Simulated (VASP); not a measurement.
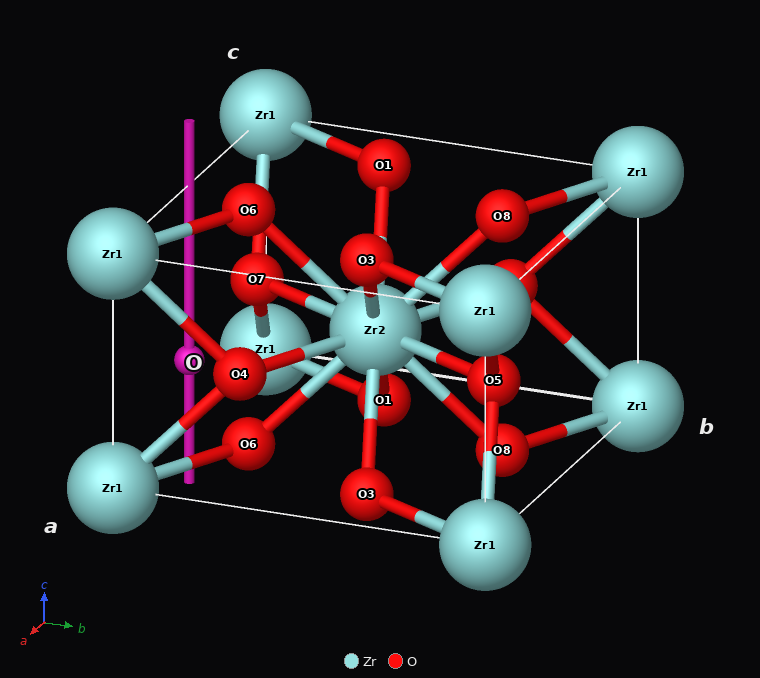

The coloured rod is the axis of a symmetry operation of the crystal, the small sphere its inversion point. Crystal: ZrO4, a model structure set up as the input of an electronic-structure calculation (not necessarily at equilibrium). Geometry calculated from the standardised cell; symmetry tolerance 0.002 Å.

a = 5.299 Å, b = 5.299 Å, c = 3.324 Å, α = 90.00°, β = 90.00°, γ = 90.00°.

| atom | x | y | z |
| --- | --- | --- | --- |
| Zr1 | 0.0000 | 0.0000 | 0.0000 |
| O1 | 0.2000 | 0.4000 | 0.0000 |
| O2 | 0.1000 | 0.7000 | 0.5000 |
| O3 | 0.8000 | 0.6000 | 0.0000 |
| O4 | 0.9000 | 0.3000 | 0.5000 |
| Zr2 | 0.5000 | 0.5000 | 0.5000 |
| O5 | 0.7000 | 0.9000 | 0.5000 |
| O6 | 0.6000 | 0.2000 | 0.0000 |
| O7 | 0.3000 | 0.1000 | 0.5000 |
| O8 | 0.4000 | 0.8000 | 0.0000 |

Take the operation x, y, z → y+1/2, −x+1/2, −z+1/2.

> What kind of operation is it, and where does it lie?

It is a −4 rotoinversion axis with its inversion point at (1/2, 0, 1/4), along [0 0 1].

> Onto which atom does it carry each atom (up to whole multiples of a, b and c)?

Zr1 → Zr2, O1 → O4, O2 → O1, O3 → O2, O4 → O3, Zr2 → Zr1, O5 → O8, O6 → O5, O7 → O6, O8 → O7.
